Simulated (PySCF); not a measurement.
System: C5H12Si3.

```xyz
20

C    -0.6215    0.3512    3.0995
C    -0.2428    0.3785    1.9573
Si    0.3587    0.4260    0.1935
Si    0.2590    2.6376   -0.5233
Si    2.4245   -0.6619    0.1583
C    -0.9140   -0.6605   -0.7221
C    -1.5556   -0.2378   -1.8016
C    -1.1263   -2.0392   -0.1780
H    -0.9566    0.3283    4.0975
H     0.7267    2.7727   -1.9077
H    -1.0708    3.2473   -0.4646
H     1.1449    3.4686    0.2954
H     2.7479   -1.1591   -1.1840
H     3.5046    0.2484    0.5482
H     2.5022   -1.8187    1.0550
H    -1.4102    0.7535   -2.2020
H    -2.2622   -0.8584   -2.3346
H    -0.1960   -2.6063   -0.2193
H    -1.8895   -2.5773   -0.7376
H    -1.4280   -1.9823    0.8670
```

Geometry: GFN2-xTB.

The calculation used PBE0/pcSseg-1, SCF density, gas phase, non-relativistic (PySCF 2.14.0).

**What can the converged electron density and electron localisation function tell about the bonding?**

C–H (1.08 Å): ρ is about 2 e/Å³ halfway; the ELF climbs to about 1 towards the hydrogen, as it does in any bond to H; a covalent bond by its length.
C–C (1.33 Å): ρ is about 2.3 e/Å³ halfway; the ELF peaks at about 0.90 between the atoms: a short, multiple covalent bond.
C–Si (1.91 Å): the density is about 0.9 e/Å³ at the midpoint; the ELF peaks at about 0.95 between the atoms, as expected for a shared electron pair.

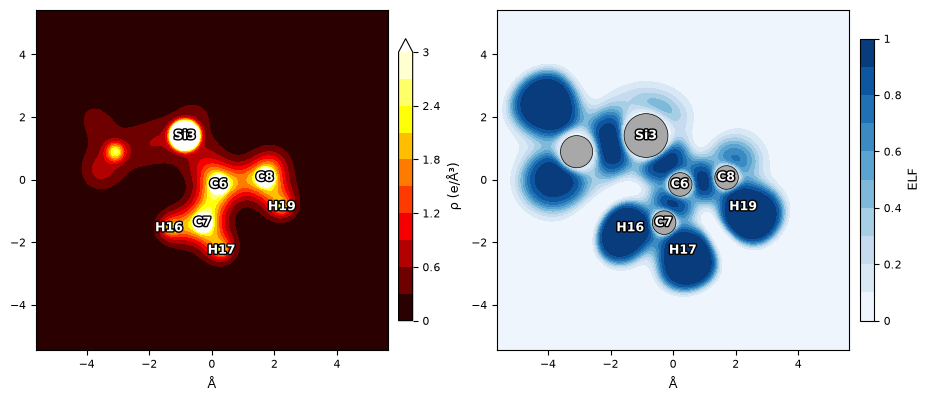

Computed electron density and electron localisation function on the plane of atoms Si3, C6 and C7, in this order. Grey discs cover the atomic cores in the ELF map. 
